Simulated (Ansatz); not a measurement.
# B2FH3OSi: single points with varied inputs

How do the results and run time of B2FH3OSi respond when the settings are drawn wide?

The runs use Ansatz 0.2.0, Gaussian basis; the settings change from run to run.

### 1 The geometry

An earlier PBE0-D4 in a triple-zeta def2 set relaxation fixed the geometry.

8 atoms, charge 0, spin multiplicity 1.

Atoms are counted from 1 here; the program's logs count them from 0.

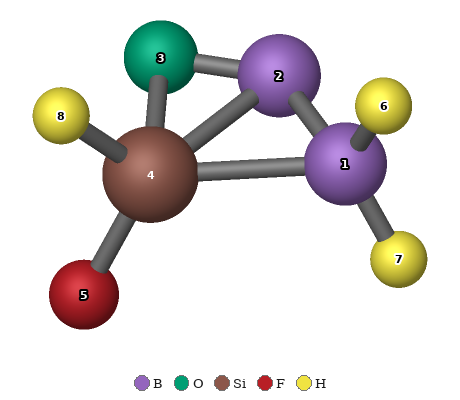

The geometry (boron purple, oxygen teal, silicon brown, fluorine red, hydrogen yellow); atoms are numbered from 1 in the order of the file.

Geometry (Å):

```xyz
8

B     0.85942    0.45455    0.71935
B    -0.43737    1.24805    0.12222
O    -1.40973    0.81128   -0.59723
Si   -0.37169   -0.68380   -0.46780
F     0.05956   -1.02276   -1.95540
H     0.77395    0.17427    1.88411
H     1.93804    0.67461    0.24841
H    -1.32008   -1.71342   -0.00926
```

### 2 BLYP/def2-TZVP

This run has D4 dispersion.

Contents of in.yaml:

```yaml
crystal:
  periodic: [false, false, false]
  atoms:
    - {symbol: B, position_ang: [0.859420, 0.454554, 0.719354]}
    - {symbol: B, position_ang: [-0.437365, 1.248055, 0.122219]}
    - {symbol: O, position_ang: [-1.409729, 0.811284, -0.597234]}
    - {symbol: Si, position_ang: [-0.371690, -0.683795, -0.467797]}
    - {symbol: F, position_ang: [0.059560, -1.022755, -1.955403]}
    - {symbol: H, position_ang: [0.773948, 0.174266, 1.884113]}
    - {symbol: H, position_ang: [1.938038, 0.674614, 0.248412]}
    - {symbol: H, position_ang: [-1.320083, -1.713423, -0.009264]}
basis:
  gaussian: {orbitals: def2-TZVP}
hamiltonian: {xc: {name: BLYP}, dispersion: d4}
```

Run with:

```
> ansatz run in.yaml --threads 2 --pin off --events-out ev --progress --plain --max-ram 4352MiB
```

The log of the run:

```text
Functional definition: BLYP
  name "BLYP"
  cite "Becke, Phys. Rev. A 38, 3098 (1988) doi:10.1103/PhysRevA.38.3098"
  cite "Lee, Yang & Parr, Phys. Rev. B 37, 785 (1988) doi:10.1103/PhysRevB.37.785"
  parameter beta = 0.0042
  parameter a = 0.04918
  parameter b = 0.132
  parameter c = 0.2533
  parameter d = 0.349
  exchange = b88_x(beta = beta)
  correlation = lyp_c(a = a, b = b, c = c, d = d)
1029 factors; their error is unknown
mean field evaluation 1: about -14034.8917 eV, gradient 7.5e1 eV
mean field evaluation 2: about -14006.3143 eV, gradient 1.4e2 eV
mean field evaluation 4: about -14046.0822 eV, gradient 1.3e1 eV
mean field evaluation 8: about -14046.5430 eV, gradient 2.6e-1 eV
mean field evaluation 16: about -14046.5314 eV, gradient 5.2e-4 eV
mean field -14046.53143996 eV, -516.2005093375 hartree, gradient 3.3e-5 eV, S^2 0.000000; 0 other end points of the search recorded, 0 dependent functions left out
reference -14046.53178678 eV, -516.2005220831 hartree; 22, 22 occupied and 157, 157 virtual orbitals, 1029 factors
Total energy: -14046.89837716 eV, -516.2139940310 hartree
```

It took 1.9 s on 2 threads of AMD EPYC 7B13, shared host.

### 3 B3LYP5/def2-mTZVP

Set apart from the defaults: atoms shaken by 0.03 Å.

Contents of in.yaml:

```yaml
crystal:
  periodic: [false, false, false]
  atoms:
    - {symbol: B, position_ang: [0.874613, 0.408821, 0.680685]}
    - {symbol: B, position_ang: [-0.429925, 1.270431, 0.132674]}
    - {symbol: O, position_ang: [-1.342675, 0.832733, -0.652168]}
    - {symbol: Si, position_ang: [-0.327192, -0.684858, -0.474308]}
    - {symbol: F, position_ang: [0.088564, -1.023103, -1.958947]}
    - {symbol: H, position_ang: [0.771396, 0.183785, 1.915994]}
    - {symbol: H, position_ang: [1.967994, 0.661635, 0.265957]}
    - {symbol: H, position_ang: [-1.297356, -1.756017, 0.018622]}
basis:
  gaussian: {orbitals: def2-mTZVP}
hamiltonian: {xc: {name: B3LYP5}}
```

The command is unchanged.

The log of the run, shortened:

```text
Functional definition: B3LYP5
  name "B3LYP5"
  cite "Stephens, Devlin, Chabalowski & Frisch, J. Phys. Chem. 98, 11623 (1994) doi:10.1021/j100096a001"
  cite "Becke, Phys. Rev. A 38, 3098 (1988) doi:10.1103/PhysRevA.38.3098"
  cite "Lee, Yang & Parr, Phys. Rev. B 37, 785 (1988) doi:10.1103/PhysRevB.37.785"
  cite "Vosko, Wilk & Nusair, Can. J. Phys. 58, 1200 (1980) doi:10.1139/p80-159"
[...]
998 factors; their error is unknown
[...]
mean field -14043.30968446 eV, -516.0821120069 hartree, gradient 5.8e-5 eV, S^2 0.000000; 0 other end points of the search recorded, 0 dependent functions left out
reference -14043.30993898 eV, -516.0821213602 hartree; 22, 22 occupied and 90, 90 virtual orbitals, 998 factors
Total energy: -14043.30993898 eV, -516.0821213602 hartree
```

It took 1.4 s on 2 threads of AMD EPYC 7B13, shared host.

### 4 r2SCANh/def2-TZVP

Options: relativity set to none, high accuracy.

Contents of in.yaml:

```yaml
crystal:
  periodic: [false, false, false]
  atoms:
    - {symbol: B, position_ang: [0.859420, 0.454554, 0.719354]}
    - {symbol: B, position_ang: [-0.437365, 1.248055, 0.122219]}
    - {symbol: O, position_ang: [-1.409729, 0.811284, -0.597234]}
    - {symbol: Si, position_ang: [-0.371690, -0.683795, -0.467797]}
    - {symbol: F, position_ang: [0.059560, -1.022755, -1.955403]}
    - {symbol: H, position_ang: [0.773948, 0.174266, 1.884113]}
    - {symbol: H, position_ang: [1.938038, 0.674614, 0.248412]}
    - {symbol: H, position_ang: [-1.320083, -1.713423, -0.009264]}
basis:
  gaussian: {orbitals: def2-TZVP}
hamiltonian: {xc: {name: r2SCANh}, pseudopotentials: {relativity: none}}
accuracy: high
output: {forces: true}
```

Launched as before.

The log of the run, shortened:

```text
Functional definition: r2SCANh
  name "r2SCANh"
  cite "Bursch, Neugebauer, Ehlert & Grimme, J. Chem. Phys. 156, 134105 (2022) doi:10.1063/5.0086040"
  cite "Furness, Kaplan, Ning, Perdew & Sun, J. Phys. Chem. Lett. 11, 8208 (2020) doi:10.1021/acs.jpclett.0c02405"
  cite "Furness, Kaplan, Ning, Perdew & Sun, J. Phys. Chem. Lett. 11, 9248 (2020) doi:10.1021/acs.jpclett.0c03077"
  parent r2scan
[...]
3135 factors; integrals over basis functions are off by at most 3.7e-9 eV
[...]
mean field -14043.74795858 eV, -516.0982182836 hartree, gradient 3.3e-8 eV, S^2 0.000000; 0 other end points of the search recorded, 0 dependent functions left out
[...]
reference -14043.74795949 eV, -516.0982183171 hartree; 22, 22 occupied and 157, 157 virtual orbitals, 3135 factors
Total energy: -14043.74795949 eV, -516.0982183171 hartree
Atom 0 at     0.859420     0.454554     0.719354 Å, force     0.006232    -0.019651     0.003436 eV/Å
Atom 1 at    -0.437365     1.248055     0.122219 Å, force     0.084240    -0.017297     0.045158 eV/Å
Atom 2 at    -1.409729     0.811284    -0.597234 Å, force    -0.041358    -0.080018    -0.052416 eV/Å
Atom 3 at    -0.371690    -0.683795    -0.467797 Å, force    -0.032176     0.027304    -0.070970 eV/Å
Atom 4 at     0.059560    -1.022755    -1.955403 Å, force    -0.033396     0.032253     0.108711 eV/Å
Atom 5 at     0.773948     0.174266     1.884113 Å, force     0.014501     0.023639    -0.043143 eV/Å
Atom 6 at     1.938038     0.674614     0.248412 Å, force    -0.038392    -0.009485     0.028501 eV/Å
Atom 7 at    -1.320083    -1.713423    -0.009264 Å, force     0.040348     0.043254    -0.019278 eV/Å
Dipole moment:    -0.235097    -0.085030     0.067876 e Å
```

Run time: 19 s. Hardware: 2 threads of AMD EPYC 7B13, shared host; peak memory 0.96 GiB.

Largest force 0.118 eV/Å, dipole 1.24 D.

### 5 r2SCAN/def2-TZVP

Set apart from the defaults: D4 dispersion, relativity set to scalar.

in.yaml, as its differences from that of step 4:

```diff
@@ -13,4 +13,3 @@
   gaussian: {orbitals: def2-TZVP}
-hamiltonian: {xc: {name: r2SCANh}, pseudopotentials: {relativity: none}}
-accuracy: high
+hamiltonian: {xc: {name: r2SCAN}, dispersion: d4, pseudopotentials: {relativity: scalar}}
 output: {forces: true}
```

The command is unchanged.

The log of the run, shortened:

```text
Functional definition: r2SCAN
  name "r2SCAN"
  cite "Furness, Kaplan, Ning, Perdew & Sun, J. Phys. Chem. Lett. 11, 8208 (2020) doi:10.1021/acs.jpclett.0c02405"
  cite "Furness, Kaplan, Ning, Perdew & Sun, J. Phys. Chem. Lett. 11, 9248 (2020) doi:10.1021/acs.jpclett.0c03077"
  parent r2scan
[...]
1029 factors; their error is unknown
[...]
mean field -14062.89797292 eV, -516.8019683302 hartree, gradient 7.4e-6 eV, S^2 0.000000; 0 other end points of the search recorded, 0 dependent functions left out
[...]
reference -14062.89798626 eV, -516.8019688204 hartree; 22, 22 occupied and 157, 157 virtual orbitals, 1029 factors
Total energy: -14062.93514660 eV, -516.8033344378 hartree
Relativity: scalar
Atom 0 at     0.859420     0.454554     0.719354 Å, force    -0.021718    -0.024022    -0.014892 eV/Å
Atom 1 at    -0.437365     1.248055     0.122219 Å, force     0.266244     0.026717     0.164689 eV/Å
Atom 2 at    -1.409729     0.811284    -0.597234 Å, force    -0.314137    -0.075058    -0.203894 eV/Å
Atom 3 at    -0.371690    -0.683795    -0.467797 Å, force     0.031219     0.034705     0.081462 eV/Å
Atom 4 at     0.059560    -1.022755    -1.955403 Å, force     0.005460     0.000122    -0.035273 eV/Å
Atom 5 at     0.773948     0.174266     1.884113 Å, force     0.023484     0.017029    -0.005692 eV/Å
Atom 6 at     1.938038     0.674614     0.248412 Å, force    -0.000508    -0.005949     0.023144 eV/Å
Atom 7 at    -1.320083    -1.713423    -0.009264 Å, force     0.009957     0.026456    -0.009544 eV/Å
Dipole moment:    -0.233324    -0.090717     0.061078 e Å
```

It took 3.8 s on 2 threads of AMD EPYC 7B13, shared host.

Largest force 0.382 eV/Å, dipole 1.24 D.

### 6 PBE-QIDH/def2-mTZVPP

This run has unrestricted orbitals.

in.yaml, as its differences from that of step 5:

```diff
@@ -12,4 +12,5 @@
 basis:
-  gaussian: {orbitals: def2-TZVP}
-hamiltonian: {xc: {name: r2SCAN}, dispersion: d4, pseudopotentials: {relativity: scalar}}
+  gaussian: {orbitals: def2-mTZVPP}
+magnetization: {spin_polarized: true, initial_magnetization: 0}
+hamiltonian: {xc: {name: PBE-QIDH}}
 output: {forces: true}
```

Launched as before.

The log of the run, shortened:

```text
Functional definition: PBE-QIDH
  name "PBE-QIDH"
  cite "Brémond, Sancho-García, Pérez-Jiménez & Adamo, J. Chem. Phys. 141, 031101 (2014) doi:10.1063/1.4890314"
  cite "Perdew, Burke & Ernzerhof, Phys. Rev. Lett. 77, 3865 (1996) doi:10.1103/PhysRevLett.77.3865"
[...]
1167 factors; integrals over basis functions are off by at most 1.3e-3 eV
[...]
mean field -14025.84032261 eV, -515.4401248000 hartree, gradient 7.4e-6 eV, S^2 0.000000; 2 other end points of the search recorded, 0 dependent functions left out
9 core orbitals not correlated: weight in the atoms' cores, before any rotation towards them, 1.000 or more for the frozen orbitals, at most 0.000 for the correlated occupied ones
reference -14025.84033634 eV, -515.4401253045 hartree; 13, 13 occupied and 106, 106 virtual orbitals, 1167 factors
second order -21.39255654 eV of doubles, -0.00000000 eV of singles
[...]
Total energy: -14032.97118852 eV, -515.7021792886 hartree
Atom 0 at     0.859420     0.454554     0.719354 Å, force     0.140446    -0.043096     0.096401 eV/Å
Atom 1 at    -0.437365     1.248055     0.122219 Å, force    -0.167859     0.098773    -0.084437 eV/Å
Atom 2 at    -1.409729     0.811284    -0.597234 Å, force     0.162768     0.083791     0.108557 eV/Å
Atom 3 at    -0.371690    -0.683795    -0.467797 Å, force    -0.095430    -0.329462     0.052880 eV/Å
Atom 4 at     0.059560    -1.022755    -1.955403 Å, force    -0.004286     0.029669     0.003005 eV/Å
Atom 5 at     0.773948     0.174266     1.884113 Å, force    -0.006984     0.035605    -0.160664 eV/Å
Atom 6 at     1.938038     0.674614     0.248412 Å, force    -0.158435    -0.019403     0.042634 eV/Å
Atom 7 at    -1.320083    -1.713423    -0.009264 Å, force     0.129780     0.144122    -0.058377 eV/Å
Dipole moment:    -0.255487    -0.087925     0.079377 e Å
```

Wall time 12 s (2 threads of AMD EPYC 7B13, shared host); peak memory 0.8 GiB.

Largest force 0.347 eV/Å, dipole 1.35 D, ⟨S²⟩ 0.000.

### 7 B2PLYP/def2-TZVPP

This run has charge +1, multiplicity 2, the search for lower states set to off.

in.yaml, as its differences from that of step 6:

```diff
@@ -12,5 +12,6 @@
 basis:
-  gaussian: {orbitals: def2-mTZVPP}
-magnetization: {spin_polarized: true, initial_magnetization: 0}
-hamiltonian: {xc: {name: PBE-QIDH}}
-output: {forces: true}
+  gaussian: {orbitals: def2-TZVPP}
+total_charge: 1
+magnetization: {spin_polarized: true, initial_magnetization: 1}
+hamiltonian: {xc: {name: B2PLYP}}
+scf: {lower_state_search: off}
```

Launched as before.

The log of the run, shortened:

```text
Functional definition: B2PLYP
  name "B2PLYP"
  cite "Grimme, J. Chem. Phys. 124, 034108 (2006) doi:10.1063/1.2148954"
  cite "Becke, Phys. Rev. A 38, 3098 (1988) doi:10.1103/PhysRevA.38.3098"
  cite "Lee, Yang & Parr, Phys. Rev. B 37, 785 (1988) doi:10.1103/PhysRevB.37.785"
[...]
1265 factors; integrals over basis functions are off by at most 1.3e-3 eV
[...]
mean field -14023.46627907 eV, -515.3528803091 hartree, gradient 5.4e-6 eV, S^2 0.763199; 0 other end points of the search recorded, 0 dependent functions left out
9 core orbitals not correlated: weight in the atoms' cores, before any rotation towards them, 1.000 or more for the frozen orbitals, at most 0.000 for the correlated occupied ones
reference -14023.46643635 eV, -515.3528860888 hartree; 13, 12 occupied and 186, 187 virtual orbitals, 1265 factors
second order -25.56599173 eV of doubles, -0.00000000 eV of singles
Total energy: -14030.36925411 eV, -515.6065599628 hartree
Checks for a lower state left out: stability, starts, cluster_reference, orbital_swaps, neighbouring_geometries, increment
```

Wall time 6.5 s (2 threads of AMD EPYC 7B13, shared host); peak memory 0.55 GiB.

⟨S²⟩ 0.763.

### 8 revPBE0/6-31++G**

This run has unrestricted orbitals, a grid of angular degree 23, high accuracy.

in.yaml, as its differences from that of step 7:

```diff
@@ -12,6 +12,5 @@
 basis:
-  gaussian: {orbitals: def2-TZVPP}
-total_charge: 1
-magnetization: {spin_polarized: true, initial_magnetization: 1}
-hamiltonian: {xc: {name: B2PLYP}}
-scf: {lower_state_search: off}
+  gaussian: {orbitals: "6-31++G**", final_grid: {core_spheres: 8, valence_spheres: 7, degree: 23}}
+magnetization: {spin_polarized: true, initial_magnetization: 0}
+hamiltonian: {xc: {name: revPBE0}}
+accuracy: high
```

Same command.

The log of the run, shortened:

```text
Functional definition: revPBE0
  name "revPBE0"
  cite "Zhang & Yang, Phys. Rev. Lett. 80, 890 (1998) doi:10.1103/PhysRevLett.80.890"
  cite "Adamo & Barone, J. Chem. Phys. 110, 6158 (1999) doi:10.1063/1.478522"
  cite "Perdew, Burke & Ernzerhof, Phys. Rev. Lett. 77, 3865 (1996) doi:10.1103/PhysRevLett.77.3865"
[...]
2394 factors; integrals over basis functions are off by at most 3.7e-9 eV
[...]
mean field -14040.11789209 eV, -515.9648158008 hartree, gradient 1.7e-8 eV, S^2 0.000000; 0 other end points of the search recorded, 0 dependent functions left out
reference -14040.11789810 eV, -515.9648160214 hartree; 22, 22 occupied and 95, 95 virtual orbitals, 2394 factors
Total energy: -14040.11789810 eV, -515.9648160214 hartree
```

Run time: 4.2 s. Hardware: 2 threads of AMD EPYC 7B13, shared host; peak memory 0.55 GiB.

⟨S²⟩ 0.000.

### 9 B3LYP5/def2-mTZVPP

Options: charge +1, multiplicity 2, a grid of angular degree 23, relativity set to none.

in.yaml, as its differences from that of step 8:

```diff
@@ -12,5 +12,6 @@
 basis:
-  gaussian: {orbitals: "6-31++G**", final_grid: {core_spheres: 8, valence_spheres: 7, degree: 23}}
-magnetization: {spin_polarized: true, initial_magnetization: 0}
-hamiltonian: {xc: {name: revPBE0}}
-accuracy: high
+  gaussian: {orbitals: def2-mTZVPP, final_grid: {core_spheres: 8, valence_spheres: 7, degree: 23}}
+total_charge: 1
+magnetization: {spin_polarized: true, initial_magnetization: 1}
+hamiltonian: {xc: {name: B3LYP5}, pseudopotentials: {relativity: none}}
+output: {forces: true}
```

Launched as before.

The log of the run, shortened:

```text
Functional definition: B3LYP5
  name "B3LYP5"
  cite "Stephens, Devlin, Chabalowski & Frisch, J. Phys. Chem. 98, 11623 (1994) doi:10.1021/j100096a001"
  cite "Becke, Phys. Rev. A 38, 3098 (1988) doi:10.1103/PhysRevA.38.3098"
  cite "Lee, Yang & Parr, Phys. Rev. B 37, 785 (1988) doi:10.1103/PhysRevB.37.785"
  cite "Vosko, Wilk & Nusair, Can. J. Phys. 58, 1200 (1980) doi:10.1139/p80-159"
[...]
1074 factors; their error is unknown
[...]
mean field -14033.60490603 eV, -515.7254679774 hartree, gradient 7.1e-5 eV, S^2 0.755738; 0 other end points of the search recorded, 0 dependent functions left out
[...]
reference -14033.60514035 eV, -515.7254765888 hartree; 22, 21 occupied and 106, 107 virtual orbitals, 1074 factors
Total energy: -14033.60514035 eV, -515.7254765888 hartree
Atom 0 at     0.859420     0.454554     0.719354 Å, force     2.018582     1.333149     1.842017 eV/Å
Atom 1 at    -0.437365     1.248055     0.122219 Å, force    -2.051625    -0.179128    -1.359941 eV/Å
Atom 2 at    -1.409729     0.811284    -0.597234 Å, force     1.484594     0.751806     1.058684 eV/Å
Atom 3 at    -0.371690    -0.683795    -0.467797 Å, force    -1.991602    -1.503358    -2.572840 eV/Å
Atom 4 at     0.059560    -1.022755    -1.955403 Å, force     0.279339     0.337539     0.901964 eV/Å
Atom 5 at     0.773948     0.174266     1.884113 Å, force     0.008272    -0.289666    -0.285769 eV/Å
Atom 6 at     1.938038     0.674614     0.248412 Å, force    -0.170259    -0.403149    -0.078495 eV/Å
Atom 7 at    -1.320083    -1.713423    -0.009264 Å, force     0.422699    -0.047192     0.494380 eV/Å
Dipole moment:     0.064406     0.245069     0.708189 e Å
```

Wall time 2.6 s (2 threads of AMD EPYC 7B13, shared host).

Largest force 3.584 eV/Å, ⟨S²⟩ 0.756.

### 10 BHLYP/6-31G*

Set apart from the defaults: atoms shaken by 0.15 Å, relativity set to scalar.

Contents of in.yaml:

```yaml
crystal:
  periodic: [false, false, false]
  atoms:
    - {symbol: B, position_ang: [1.095126, 0.511995, 0.837300]}
    - {symbol: B, position_ang: [-0.593124, 1.141588, 0.094041]}
    - {symbol: O, position_ang: [-1.395617, 0.827984, -0.746524]}
    - {symbol: Si, position_ang: [-0.096748, -0.608848, -0.549364]}
    - {symbol: F, position_ang: [0.211079, -1.052187, -1.640733]}
    - {symbol: H, position_ang: [0.780663, 0.037744, 1.783220]}
    - {symbol: H, position_ang: [1.977791, 0.708765, 0.082966]}
    - {symbol: H, position_ang: [-1.185767, -1.722612, -0.020276]}
basis:
  gaussian: {orbitals: "6-31G*"}
hamiltonian: {xc: {name: BHLYP}, pseudopotentials: {relativity: scalar}}
output: {forces: true}
```

Same command.

The log of the run, shortened:

```text
Functional definition: BHLYP
  name "BHLYP"
  cite "Becke, J. Chem. Phys. 98, 1372 (1993) doi:10.1063/1.464304"
  cite "Becke, Phys. Rev. A 38, 3098 (1988) doi:10.1103/PhysRevA.38.3098"
  cite "Lee, Yang & Parr, Phys. Rev. B 37, 785 (1988) doi:10.1103/PhysRevB.37.785"
[...]
796 factors; integrals over basis functions are off by at most 8.6e-4 eV
[...]
mean field -14052.44959729 eV, -516.4179976079 hartree, gradient 6.9e-5 eV, S^2 0.000000; 0 other end points of the search recorded, 0 dependent functions left out
[...]
reference -14052.44974984 eV, -516.4180032140 hartree; 22, 22 occupied and 63, 63 virtual orbitals, 796 factors
Total energy: -14052.44974984 eV, -516.4180032140 hartree
Relativity: scalar
Atom 0 at     1.095126     0.511995     0.837300 Å, force    -3.626971     0.424737    -4.724264 eV/Å
Atom 1 at    -0.593124     1.141588     0.094041 Å, force     4.329233     3.685920     4.158599 eV/Å
Atom 2 at    -1.395617     0.827984    -0.746524 Å, force    -2.017429    -1.502574    -2.429947 eV/Å
Atom 3 at    -0.096748    -0.608848    -0.549364 Å, force   -12.473083    11.012930    40.311701 eV/Å
Atom 4 at     0.211079    -1.052187    -1.640733 Å, force    11.601117   -15.125444   -40.208259 eV/Å
Atom 5 at     0.780663     0.037744     1.783220 Å, force     0.216763    -0.761608     2.595465 eV/Å
Atom 6 at     1.977791     0.708765     0.082966 Å, force     0.649782     0.682802     0.654234 eV/Å
Atom 7 at    -1.185767    -1.722612    -0.020276 Å, force     1.320589     1.583237    -0.357530 eV/Å
Dipole moment:     0.062739    -0.111262    -0.246435 e Å
```

It took 1.8 s on 2 threads of AMD EPYC 7B13, shared host.

Largest force 44.498 eV/Å, dipole 1.33 D.

### 11 All runs side by side

```tsv
level	charge	multiplicity	geometry	functions	energy (eV)	time
BLYP/def2-TZVP	0	1	relaxed	179	-14046.898	1.9 s
B3LYP5/def2-mTZVP	0	1	shaken	112	-14043.310	1.4 s
r2SCANh/def2-TZVP	0	1	relaxed	179	-14043.748	19 s
r2SCAN/def2-TZVP	0	1	relaxed	179	-14062.935	3.8 s
PBE-QIDH/def2-mTZVPP	0	1	relaxed	128	-14032.971	12 s
B2PLYP/def2-TZVPP	1	2	relaxed	208	-14030.369	6.5 s
revPBE0/6-31++G**	0	1	relaxed	117	-14040.118	4.2 s
B3LYP5/def2-mTZVPP	1	2	relaxed	128	-14033.605	2.6 s
BHLYP/6-31G*	0	1	shaken	85	-14052.450	1.8 s
```

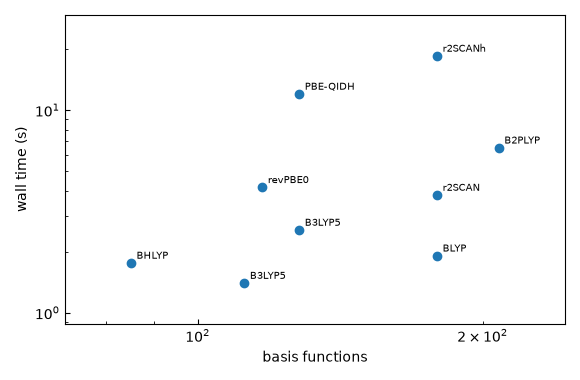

Wall time against the number of basis functions (shared host).

### 12 Results

```
                                         quantity                     value
                                             runs                         9
                                         quickest  B3LYP5/def2-mTZVP, 1.4 s
                                          slowest   r2SCANh/def2-TZVP, 19 s
spread of total energies, same state and geometry                   30.0 eV
                  dipole, same state and geometry            1.24 to 1.35 D
```

In words: Run time spans a factor of 13, from B3LYP5/def2-mTZVP to r2SCANh/def2-TZVP. The jobs differ in tasks and options as well as level. Total energies at one charge and spin differ by 30 eV between levels, so only differences within one level mean anything. Some of these runs are scalar-relativistic and others not, which shifts the totals of all-electron atoms past neon by eV; core potentials, where a basis has them, take the core out of the total altogether. At the PBE0-D4/def2-TZVP geometry and in the same state, runs without warnings or point charges leave forces up to 0.38 eV/Å (r2SCAN/def2-TZVP), against 44.5 eV/Å where the atoms were moved. At that geometry and state the dipole changes by 9 % between the lowest and highest value.
